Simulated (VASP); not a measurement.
# Geometry relaxation, with input and output: SiBr2ClF (part 2 of 3)

The same run, continued: SiBr2ClF (5 atoms in the cell); Kohn-Sham DFT of a periodic cell, PBE, VASP PAW PBE potentials, recommended, no spin polarisation (VASP 6.6.1); cutoff 520 eV, 1×1×1 k-mesh, Gaussian smearing of 0.01 eV. It belongs to a series of runs on one base structure; here: atoms moved at random by about 0.02 A.

Geometry of the input (Å; fractional positions):
```
12.0000  0.0000  0.0000
0.0000  12.0000  0.0000
0.0000  0.0000  12.0000
F  0.5774  0.3935  0.6079
Si 0.5097  0.4771  0.5314
Cl 0.3815  0.5339  0.6199
Br 0.4534  0.3877  0.3831
Br 0.6222  0.6162  0.4861
```

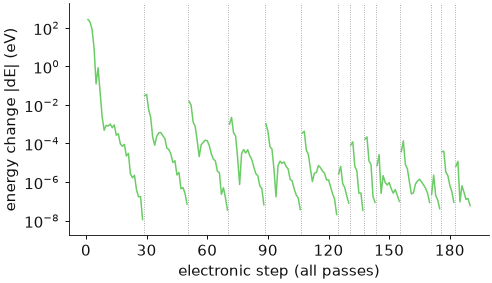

Convergence of the self-consistent field: energy change |dE| against the electronic step. Each stretch between dotted lines is the SCF of one geometry step of a relaxation. The 14 ionic steps take 5 to 28 electronic steps each. The density is held fixed in the first few steps, and dE rises again when its update begins.

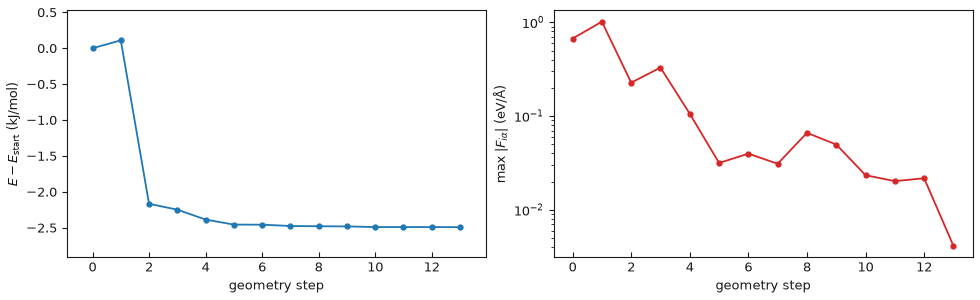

Progress of the relaxation, step by step (steps are counted from 0).

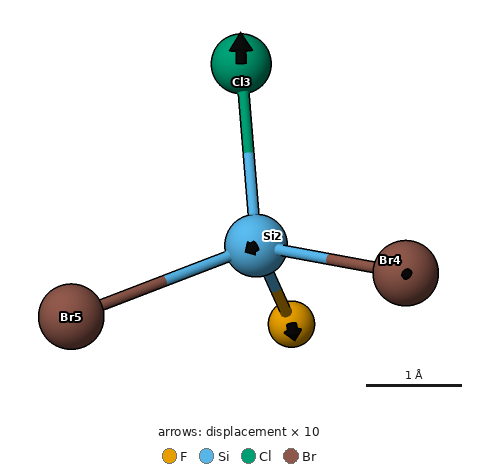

The starting structure with the displacements as black arrows, magnified 10 times (ball-and-stick view of the molecule without its box, seen at a tilt). The two geometries are laid on each other by the best rigid fit. The largest move after the best rigid fit is that of Cl3, 0.035 Å. By element the largest moves are Cl 0.035 Å, F 0.020 Å, Si 0.015 Å, Br 0.008 Å. Among the contacts that change: Si2–Cl3 1.990 → 2.031 Å, F1–Si2 1.584 → 1.602 Å, Si2–Br5 2.215 → 2.198 Å, Si2–Br4 2.185 → 2.198 Å. The energy falls by 2.49 kJ/mol in 13 geometry steps. Largest force component: 0.67 eV/Å at the start, 0.0041 eV/Å at the end. (Atoms are counted from 1 in the order of the input.)

### Parts of OUTCAR
```
SYSTEM = SiBr2ClF
   PREC = Accurate
   ENCUT = 520
   EDIFF = 1E-7
   ISMEAR = 0
   LREAL = .False.
   LASPH = .True.
   NELM = 100
   ISIF = 2
   GGA = PE
   IBRION = 2
   NSW = 60
   EDIFFG = -0.02

 ion  position               nearest neighbor table
   1  0.577  0.394  0.608-   2 1.58
   2  0.510  0.477  0.531-   1 1.58   3 1.99   4 2.19   5 2.21
   3  0.381  0.534  0.620-   2 1.99
   4  0.453  0.388  0.383-   2 2.19
   5  0.622  0.616  0.486-   2 2.21

  LATTYP: Found a simple cubic cell.
 ALAT       =    12.0000000000

  Lattice vectors:

 A1 = (  12.0000000000,   0.0000000000,   0.0000000000)
 A2 = (   0.0000000000,  12.0000000000,   0.0000000000)
 A3 = (   0.0000000000,   0.0000000000,  12.0000000000)

Analysis of symmetry for initial positions (statically):
=====================================================================
 Subroutine PRICEL returns:
 Original cell was already a primitive cell.

 Routine SETGRP: Setting up the symmetry group for a
 simple cubic supercell.

 Subroutine GETGRP returns: Found  1 space group operations
 (whereof  1 operations were pure point group operations)
 out of a pool of 48 trial point group operations.

The static configuration has the point symmetry C_1 .

Analysis of symmetry for dynamics (positions and initial velocities):
=====================================================================
 Subroutine PRICEL returns:
 Original cell was already a primitive cell.

 Routine SETGRP: Setting up the symmetry group for a
 simple cubic supercell.

 Subroutine GETGRP returns: Found  1 space group operations
 (whereof  1 operations were pure point group operations)
 out of a pool of 48 trial point group operations.

The dynamic configuration has the point symmetry C_1 .

 Subroutine INISYM returns: Found  1 space group operations
 (whereof  1 operations are pure point group operations),
 and found     1 'primitive' translations

----------------------------------------------------------------------------------------

                                     Primitive cell

  volume of cell :    1728.0000

  direct lattice vectors                    reciprocal lattice vectors
    12.000000000  0.000000000  0.000000000     0.083333333  0.000000000  0.000000000
     0.000000000 12.000000000  0.000000000     0.000000000  0.083333333  0.000000000
     0.000000000  0.000000000 12.000000000     0.000000000  0.000000000  0.083333333

  length of vectors
    12.000000000 12.000000000 12.000000000     0.083333333  0.083333333  0.083333333

  position of ions in fractional coordinates (direct lattice)
     0.577425000  0.393514000  0.607854000
     0.509718000  0.477130000  0.531415000
     0.381484000  0.533880000  0.619945000
     0.453377000  0.387727000  0.383096000
     0.622217000  0.616241000  0.486127000

  ion indices of the primitive-cell ions
   primitive index   ion index
                 1           1
                 2           2
                 3           3
                 4           4
                 5           5

----------------------------------------------------------------------------------------

 KPOINTS: regular mesh

Automatic generation of k-mesh.
 Grid dimensions read from file:
 generate k-points for:    1    1    1

 Generating k-lattice:

  Cartesian coordinates                     Fractional coordinates (reciprocal lattice)
     0.083333333  0.000000000  0.000000000     1.000000000  0.000000000  0.000000000
     0.000000000  0.083333333  0.000000000     0.000000000  1.000000000  0.000000000
     0.000000000  0.000000000  0.083333333     0.000000000  0.000000000  1.000000000

  Length of vectors
     0.083333333  0.083333333  0.083333333

  Shift w.r.t. Gamma in fractional coordinates (k-lattice)
     0.000000000  0.000000000  0.000000000

 Subroutine IBZKPT returns following result:
 ===========================================

 Found      1 irreducible k-points:

 Following reciprocal coordinates:
            Coordinates               Weight
  0.000000  0.000000  0.000000      1.000000
   k-points           NKPTS =      1   k-points in BZ     NKDIM =      1   number of bands    NBANDS=     20
   number of dos      NEDOS =    301   number of ions     NIONS =      5
   total plane-waves  NPLWV = 729000
   dimension x,y,z NGX =    90 NGY =   90 NGZ =   90
   dimension x,y,z NGXF=   180 NGYF=  180 NGZF=  180
   ions per type =               1   1   1   2
   NGX,Y,Z   is equivalent  to a cutoff of  12.47, 12.47, 12.47 a.u.
   NGXF,Y,Z  is equivalent  to a cutoff of  24.94, 24.94, 24.94 a.u.
 SYSTEM =  SiBr2ClF
   PREC   = accura    normal or accurate (medium, high low for compatibility)
   ISTART =      0    job   : 0-new  1-cont  2-samecut
   ICHARG =      2    charge: 1-file 2-atom 10-const
   ISPIN  =      1    spin polarized calculation?
   LNONCOLLINEAR =      F non collinear calculations
   LSORBIT =      F    spin-orbit coupling
   LASPH  =      T    aspherical Exc in radial PAW
   ENCUT  =  520.0 eV  38.22 Ry    6.18 a.u.  22.31 22.31 22.31*2*pi/ulx,y,z
   NELM   =    100;   NELMIN=  2; NELMDL= -5     # of ELM steps
   EDIFF  = 0.1E-06   stopping-criterion for ELM
   LREAL  =      F    real-space projection
   EDIFFG = -.2E-01   stopping-criterion for IOM
   NSW    =     60    number of steps for IOM
   IBRION =      2    ionic relax: 0-MD 1-quasi-New 2-CG
   NFREE  =      1    steps in history (QN), initial steepest desc. (CG)
   ISIF   =      2    stress and relaxation
   ISYM   =      2    0-nonsym 1-usesym 2-fastsym
   POTIM  = 0.5000    time-step for ionic-motion
   TEBEG  =    0.0;   TEEND  =   0.0 temperature during run
   PSTRESS=    0.0 pullay stress
   NELECT =      32.0000    total number of electrons
   NUPDOWN=      -1.0000    fix difference up-down
   EMIN   =  10.00;   EMAX   =-10.00  energy-range for DOS
   EFERMI =   0.00;   METHOD = LEGACY
   ISMEAR =     0;   SIGMA  =   0.01  broadening in eV -4-tet -1-fermi 0-gaus
   EFERMI_NEDOS =   21; number of points for ismear=-14 and -15
   IALGO  =     38    algorithm
   IMIX   =      4    mixing-type and parameters
     AMIX     =   0.40;   BMIX     =  1.00
     AMIX_MAG =   1.60;   BMIX_MAG =  1.00
  volume/ion in A,a.u.               =     345.60      2332.22
  Fermi-wavevector in a.u.,A,eV,Ry     =   0.433122  0.818482  2.552380  0.187595
  Thomas-Fermi vector in A             =   1.403327
   LORBIT       =      0    0 simple, 1 ext, 2 COOP (PROOUT), +10 PAW based schemes
   GGA     = PE    functional components
   LHFCALC =     F    Hartree Fock is set to
   AEXX    =    0.0000 exact exchange contribution
   IVDW    =     0    specifies the selected vdW correction
   LEPSILON=     F    determine dielectric tensor
   LRPA    =     F    only Hartree local field effects (RPA)
 conjugate gradient relaxation of ions
 non-spin polarized calculation
 Gauss-broadening in eV      SIGMA  =   0.01
  energy-cutoff  :      520.00
  volume of cell :     1728.00
 maximum number of plane-waves:     23293
 NGX is ok and might be reduce to    90
   NGX = 45   NGY = 45   NGZ = 45

--------------------------------------- Ionic step        1  -------------------------------------------

 number of electron      31.9999993 magnetization

 Free energy of the ion-electron system (eV)
  ---------------------------------------------------
  ext. energy  EPLUGINS =         0.00000000
  ---------------------------------------------------
  free energy    TOTEN  =       -19.78939526 eV

  energy without entropy =      -19.78939526  energy(sigma->0) =      -19.78939526

------------------------ aborting loop because EDIFF is reached ----------------------------------------

  FORCE on cell =-STRESS in cart. coord.  units (eV):
  Direction    XX          YY          ZZ          XY          YZ          ZX
  --------------------------------------------------------------------------------------
  -------------------------------------------------------------------------------------
  Total        1.1817598      0.4506571      0.9763480     -0.8974036      0.1687961     -0.2399975
  in kB        1.0957111      0.4178430      0.9052562     -0.8320600      0.1565054     -0.2225223
  external PRESSURE =       0.8062701 kB  Pullay stress =       0.0000000 kB

 VOLUME and BASIS-vectors are now :
 -----------------------------------------------------------------------------
  energy-cutoff  :      520.00
  volume of cell :     1728.00
      direct lattice vectors                 reciprocal lattice vectors
    12.000000000  0.000000000  0.000000000     0.083333333  0.000000000  0.000000000
     0.000000000 12.000000000  0.000000000     0.000000000  0.083333333  0.000000000
     0.000000000  0.000000000 12.000000000     0.000000000  0.000000000  0.083333333

 POSITION                                       TOTAL-FORCE (eV/Angst)
 -----------------------------------------------------------------------------------
      6.92910      4.72217      7.29425         0.354624     -0.436256      0.332259
      6.11662      5.72556      6.37698         0.458852      0.407094     -0.610683
      4.57781      6.40656      7.43934        -0.670750      0.279087      0.422447
      5.44052      4.65272      4.59715        -0.055922     -0.109693     -0.165568
      7.46660      7.39489      5.83352        -0.086804     -0.140232      0.021545
 -----------------------------------------------------------------------------------
    total drift:                               -0.000837     -0.001372      0.000493

  FREE ENERGIE OF THE ION-ELECTRON SYSTEM (eV)
  ---------------------------------------------------
  free  energy   TOTEN  =       -19.7893952589 eV

  energy  without entropy=      -19.7893952589  energy(sigma->0) =      -19.78939526

--------------------------------------- Ionic step        2  -------------------------------------------

 number of electron      32.0000008 magnetization

------------------------ aborting loop because EDIFF is reached ----------------------------------------

  FORCE on cell =-STRESS in cart. coord.  units (eV):
  Direction    XX          YY          ZZ          XY          YZ          ZX
  --------------------------------------------------------------------------------------
  -------------------------------------------------------------------------------------
  Total       -0.5061350     -0.2771535     -0.6646721      0.9507763      0.3629564     -0.1446075
  in kB       -0.4692813     -0.2569728     -0.6162747      0.8815464      0.3365281     -0.1340780
  external PRESSURE =      -0.4475096 kB  Pullay stress =       0.0000000 kB

 VOLUME and BASIS-vectors are now :
 -----------------------------------------------------------------------------
  energy-cutoff  :      520.00
  volume of cell :     1728.00
      direct lattice vectors                 reciprocal lattice vectors
    12.000000000  0.000000000  0.000000000     0.083333333  0.000000000  0.000000000
     0.000000000 12.000000000  0.000000000     0.000000000  0.083333333  0.000000000
     0.000000000  0.000000000 12.000000000     0.000000000  0.000000000  0.083333333

 POSITION                                       TOTAL-FORCE (eV/Angst)
 -----------------------------------------------------------------------------------
      6.94621      4.70112      7.31028        -0.366098      0.553417     -0.573201
      6.13875      5.74520      6.34752        -0.136026     -0.650049      1.016384
      4.54545      6.42002      7.45972         0.283472     -0.102657     -0.244718
      5.43783      4.64743      4.58916        -0.005575     -0.037477     -0.094084
      7.46242      7.38813      5.83456         0.224228      0.236766     -0.104381
 -----------------------------------------------------------------------------------
    total drift:                                0.002042     -0.000624     -0.001840

  FREE ENERGIE OF THE ION-ELECTRON SYSTEM (eV)
  ---------------------------------------------------
  free  energy   TOTEN  =       -19.7882492873 eV

  energy  without entropy=      -19.7882492873  energy(sigma->0) =      -19.78824929

--------------------------------------- Ionic step        3  -------------------------------------------

 number of electron      32.0000000 magnetization

------------------------ aborting loop because EDIFF is reached ----------------------------------------

  FORCE on cell =-STRESS in cart. coord.  units (eV):
  Direction    XX          YY          ZZ          XY          YZ          ZX
  --------------------------------------------------------------------------------------
  -------------------------------------------------------------------------------------
  Total        0.2823923      0.0458084      0.1480489      0.0393473      0.2691665     -0.1857868
  in kB        0.2618302      0.0424729      0.1372688      0.0364822      0.2495674     -0.1722589
  external PRESSURE =       0.1471906 kB  Pullay stress =       0.0000000 kB

 VOLUME and BASIS-vectors are now :
 -----------------------------------------------------------------------------
  energy-cutoff  :      520.00
  volume of cell :     1728.00
      direct lattice vectors                 reciprocal lattice vectors
    12.000000000  0.000000000  0.000000000     0.083333333  0.000000000  0.000000000
     0.000000000 12.000000000  0.000000000     0.000000000  0.083333333  0.000000000
     0.000000000  0.000000000 12.000000000     0.000000000  0.000000000  0.083333333

 POSITION                                       TOTAL-FORCE (eV/Angst)
 -----------------------------------------------------------------------------------
      6.93740      4.71196      7.30202        -0.027862      0.075366     -0.134089
      6.12735      5.73509      6.36269         0.176441     -0.105956      0.227347
      4.56211      6.41309      7.44923        -0.171548      0.074542      0.075233
      5.43922      4.65016      4.59328        -0.032016     -0.075161     -0.131434
      7.46457      7.39161      5.83403         0.054986      0.031210     -0.037057
 -----------------------------------------------------------------------------------
    total drift:                                0.000791     -0.001400     -0.000515

  FREE ENERGIE OF THE ION-ELECTRON SYSTEM (eV)
  ---------------------------------------------------
  free  energy   TOTEN  =       -19.8118423938 eV

  energy  without entropy=      -19.8118423938  energy(sigma->0) =      -19.81184239

[... ionic steps 4 to 11 ...]
```
